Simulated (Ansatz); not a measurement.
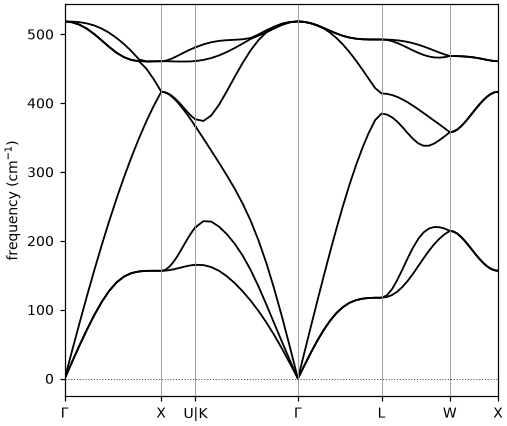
Fig. 1. Phonon dispersion of Si (diamond, Fd-3m), plane-wave PAW r²SCAN (Ansatz code); imaginary frequencies are drawn negative

Problem. Is this phase dynamically stable?

Solution. Yes, on this path no branch is imaginary.

Problem. How high does the spectrum reach?

Solution. About 520 cm⁻¹ (15.5 THz).

Symmetry was held in the r²SCAN relaxation.

Potentials: the earlier of the program's two PAW sets.
